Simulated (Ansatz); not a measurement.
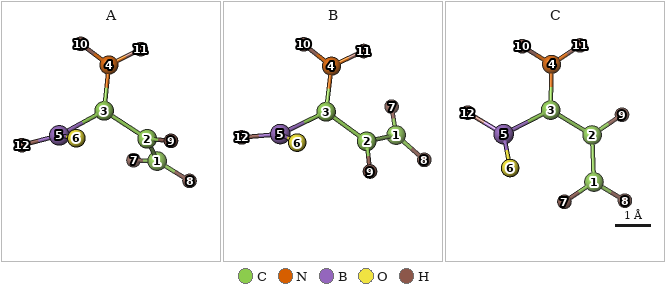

3 geometries from a converged minimum-energy path of C$_{3}$H$_{6}$BNO, shuffled. A ball-and-stick model, seen at a tilt.

The calculation used RKS B3LYP/def2-SVP in Ansatz. Settings: 9 movable images; climbing image; force threshold 0.05 eV/Å; iteration limit 34; starting path by image-dependent pair potential.

> Which of them lies highest in energy?

A. In order along the path, whose images run from 0 to 10: B (image 1, +0.025 eV), A (image 5, +0.283 eV), C (image 9, −0.018 eV). The motion is an umbrella inversion at N4. No bond forms or breaks between the ends. Among the angles between lasting bonds that change up to the highest image: C3–B5–O6 98.7° → 96.2°, C3–B5–H12 126.4° → 128.5°.
